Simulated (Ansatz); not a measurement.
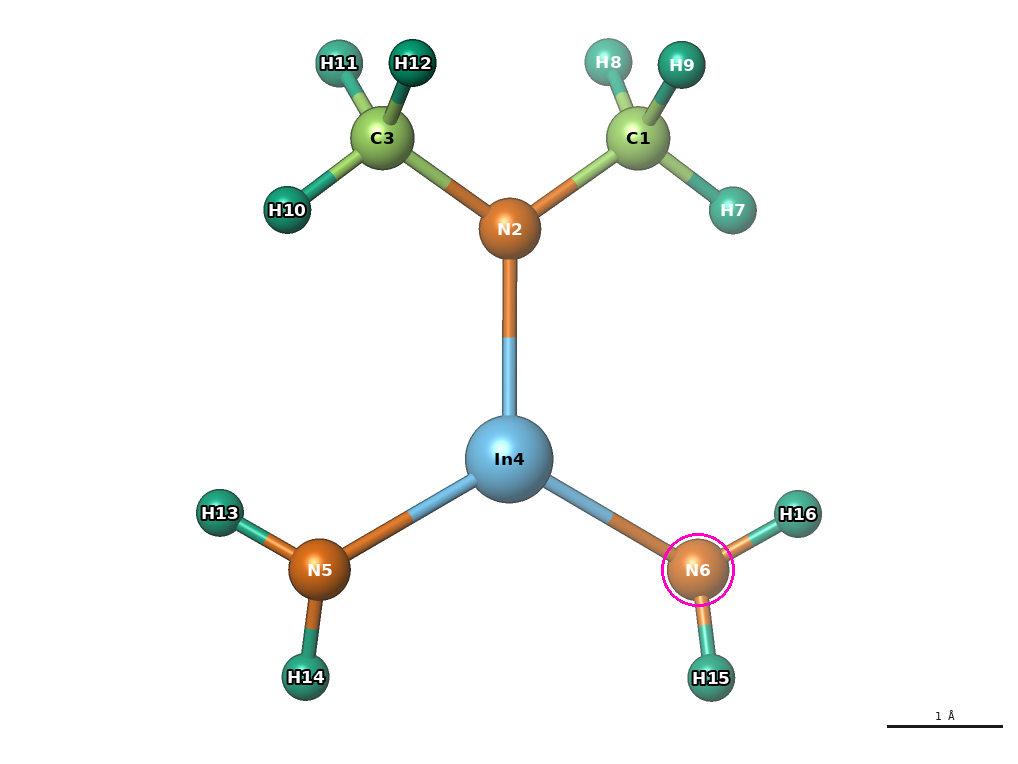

Orthographic view. Depth is shown by fading: the farther an atom, the more it takes the colour of the background. Computed geometry: PBE0-D4/def2-TZVP optimisation.

Name the neighbours of the circled atom.

Answer. The circled atom is N6; it is bonded to In4, H15, H16.

Which atom is farthest from the viewer?

Answer. H8, 1.3 Å behind the mean position.

Which atom is nearest the viewer?

Answer. H12, 1.3 Å in front of the mean position.

What is the shortest path along bonds from the circled atom to H8?

Answer. N6–In4–N2–C1–H8, 4 bonds; through space the two are 4.55 Å apart.
